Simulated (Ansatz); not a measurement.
# Single-point calculation of C₅H₅F₃

C₅H₅F₃, computed with UKS BHLYP-d3bjatm/def2-TZVPP (Ansatz 0.2.0).

Some settings of this run were made unusual or wrong on purpose. The geometry comes from this level: PBE0-D4/def2-TZVP.

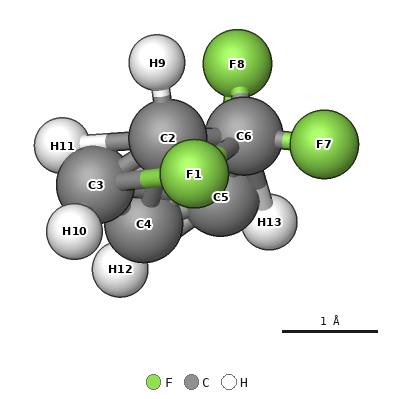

Figure 1. The input geometry (ball-and-stick view, seen at a tilt; atoms are numbered from 1 in the order of the input).

### The input
```yaml
crystal:
  periodic: [false, false, false]
  atoms:
    - {symbol: F, position_ang: [-0.466331, -0.366536, 1.113996]}
    - {symbol: C, position_ang: [0.020551, -0.482019, 0.532089]}
    - {symbol: C, position_ang: [0.717179, 0.243188, 0.454937]}
    - {symbol: C, position_ang: [0.288705, 0.751779, -0.227027]}
    - {symbol: C, position_ang: [-0.364726, 0.416265, -0.710422]}
    - {symbol: C, position_ang: [-0.575592, -0.418460, -0.365697]}
    - {symbol: F, position_ang: [-1.481823, -0.601590, -0.213073]}
    - {symbol: F, position_ang: [-0.217498, -0.965836, -1.004090]}
    - {symbol: H, position_ang: [0.289406, -1.255312, 0.504524]}
    - {symbol: H, position_ang: [0.691235, 0.576948, 1.137207]}
    - {symbol: H, position_ang: [1.206770, -0.000885, 0.197384]}
    - {symbol: H, position_ang: [0.478883, 1.346935, -0.348873]}
    - {symbol: H, position_ang: [-0.842102, 0.672535, -1.086284]}
basis:
  gaussian: {orbitals: def2-TZVPP}
magnetization: {spin_polarized: true, initial_magnetization: 0}
hamiltonian: {xc: {name: BHLYP}, dispersion: d3bjatm, pseudopotentials: {relativity: scalar}}
scf: {lower_state_search: full}
```

Run on 4 threads of Arm Neoverse V1, 23 GiB of memory available, shared host.

Run as:
```bash
ansatz run in.yaml --threads 4 --pin off --events-out ev --progress --plain --max-ram 11315MiB
```

### Log
```
Functional definition: BHLYP
  name "BHLYP"
  cite "Becke, J. Chem. Phys. 98, 1372 (1993) doi:10.1063/1.464304"
  cite "Becke, Phys. Rev. A 38, 3098 (1988) doi:10.1103/PhysRevA.38.3098"
  cite "Lee, Yang & Parr, Phys. Rev. B 37, 785 (1988) doi:10.1103/PhysRevB.37.785"
  parameter a = 0.5
  exchange = (1 - a)*b88_x + a*exact_x
  correlation = lyp_c
1925 factors; their error is unknown
mean field evaluation 1: about -13204.4885 eV, gradient 1.4e2 eV
mean field evaluation 2: about -13019.1936 eV, gradient 2.4e2 eV
mean field evaluation 4: about -13254.0517 eV, gradient 8.8e0 eV
mean field evaluation 8: about -13254.2635 eV, gradient 2.5e-1 eV
mean field evaluation 16: about -13254.3780 eV, gradient 5.8e-4 eV
mean field -13254.37801207 eV, -487.0894078034 hartree, gradient 4.7e-5 eV, S^2 0.000000; 0 other end points of the search recorded, 0 dependent functions left out
reference -13254.37816199 eV, -487.0894133129 hartree; 31, 31 occupied and 287, 287 virtual orbitals, 1925 factors
Total energy: -13254.82437618 eV, -487.1058113819 hartree
Relativity: scalar
```

### What the run reported

```tsv
quantity	value
outcome	converged
total energy	−13254.8244 eV
mean-field energy	−13254.3782 eV
dispersion energy	−0.4462 eV
SCF solution under orbital rotations	stable
wall time	19 s (CPU time 70 s)
peak memory	1.6 GiB
```

This input holds a deliberate fault: squeeze. The run converged all the same; its numbers are those of the faulty input and shouldn't be used.
